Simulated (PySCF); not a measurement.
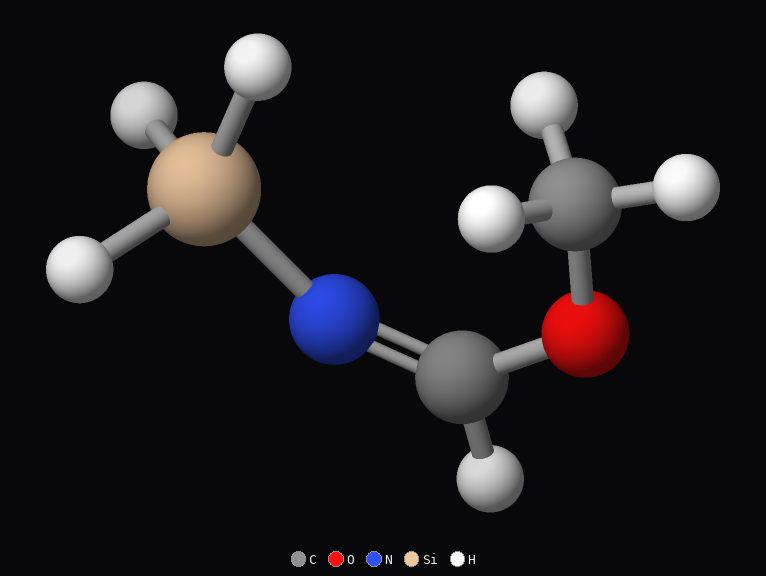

The picture shows a molecular structure as a ball-and-stick model. Double and triple bonds are drawn as two and three sticks.

The geometry was computed by an optimisation with PBE0-D3(BJ)/def2-SVP. No frequency run is at hand to confirm it as a minimum.

> Which formula does it have?

C2H7NOSi, 12 atoms: 2 carbon, 7 hydrogen, 1 nitrogen, 1 oxygen and 1 silicon.

> Name some functional groups or characteristic bonds that it holds.

Among them: imine, Si–H bond, Si–N bond.

> Give a SMILES string for it.

CO/C=N\[SiH3]

> Does it have rings?

It has no ring.

> How many bonds of each kind are drawn?

4 C–H, 3 Si–H, 2 C–O, 1 C–N, 1 N–Si.
